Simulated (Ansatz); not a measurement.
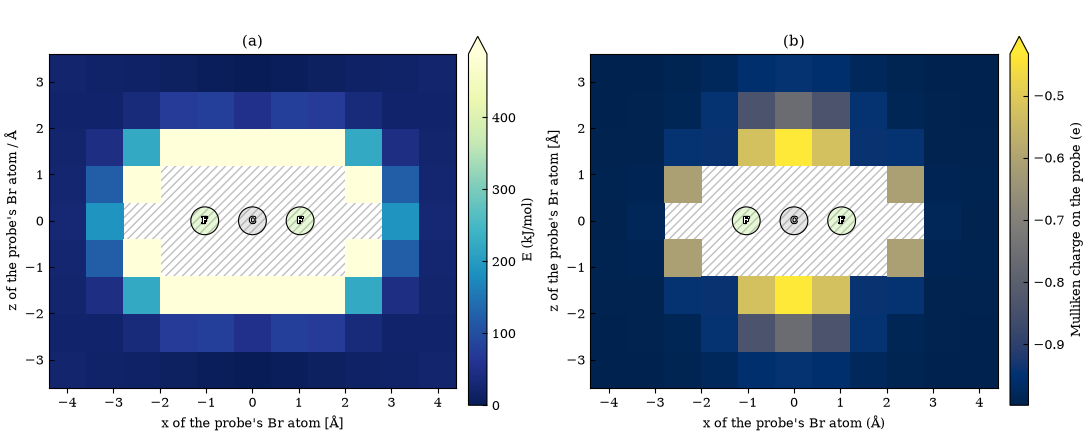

CF₂ (SMILES F[C]F) with the probe Br-. The probe is moved over the plane through the molecule's long axis and the normal of its main plane. First axis: x of the probe's Br atom. Second axis: z of the probe's Br atom. Nothing is relaxed (molecule and probe rigid). Grid: 11 × 9 points; 23 points were computed and 59 follow by symmetry. At 17 points there is no value (left out of the scan, as a rule where atoms come close). All energies are given in kJ/mol relative to the lowest grid point. Computed with Ansatz, RKS wB97X-V/def2-SVPD.

Panel (a) is the energy; panel (b) is the computed Mulliken charge on the probe, in e.

The picture shows one coloured cell a grid point, labelled circles for the molecule's atoms, projected on the plane, one colour for all values above the top of the scale, hatched blanks where no value was computed.

> How does the Mulliken charge on the probe vary over the map, and what is it at the lowest grid point?

Leaving out the highest fifth of the energies, it runs from −1.00 e at x of the probe's Br atom = −4.0 Å, z of the probe's Br atom = −3.2 Å to −0.76 e at x of the probe's Br atom = 0.0 Å, z of the probe's Br atom = −2.4 Å [nearest 1 C at 2.46 Å]. At the lowest grid point, x of the probe's Br atom = 0.0 Å, z of the probe's Br atom = −3.2 Å [nearest 1 C at 3.24 Å], it is −0.94 e. That point lies on the edge of the scan.

| z of the probe's Br atom ↓, x of the probe's Br atom → | −4.0 | −3.2 | −2.4 | −1.6 | −0.8 | 0.0 | 0.8 | 1.6 | 2.4 | 3.2 | 4.0 |
| --- | --- | --- | --- | --- | --- | --- | --- | --- | --- | --- | --- |
| 3.2 | −1.00 | −1.00 | −0.99 | −0.98 | −0.96 | −0.94 | −0.96 | −0.98 | −0.99 | −1.00 | −1.00 |
| 2.4 | −1.00 | −0.99 | −0.99 | −0.94 | −0.84 | −0.76 | −0.84 | −0.94 | −0.99 | −0.99 | −1.00 |
| 1.6 | −0.99 | −0.99 | −0.94 | −0.94 | −0.53 | −0.43 | −0.53 | −0.94 | −0.94 | −0.99 | −0.99 |
| 0.8 | −0.99 | −0.99 | −0.61 | – | – | – | – | – | −0.61 | −0.99 | −0.99 |
| 0.0 | −0.99 | −0.98 | – | – | – | – | – | – | – | −0.98 | −0.99 |
| −0.8 | −0.99 | −0.99 | −0.61 | – | – | – | – | – | −0.61 | −0.99 | −0.99 |
| −1.6 | −0.99 | −0.99 | −0.94 | −0.94 | −0.53 | −0.43 | −0.53 | −0.94 | −0.94 | −0.99 | −0.99 |
| −2.4 | −1.00 | −0.99 | −0.99 | −0.94 | −0.84 | −0.76 | −0.84 | −0.94 | −0.99 | −0.99 | −1.00 |
| −3.2 | −1.00 | −1.00 | −0.99 | −0.98 | −0.96 | −0.94 | −0.96 | −0.98 | −0.99 | −1.00 | −1.00 |
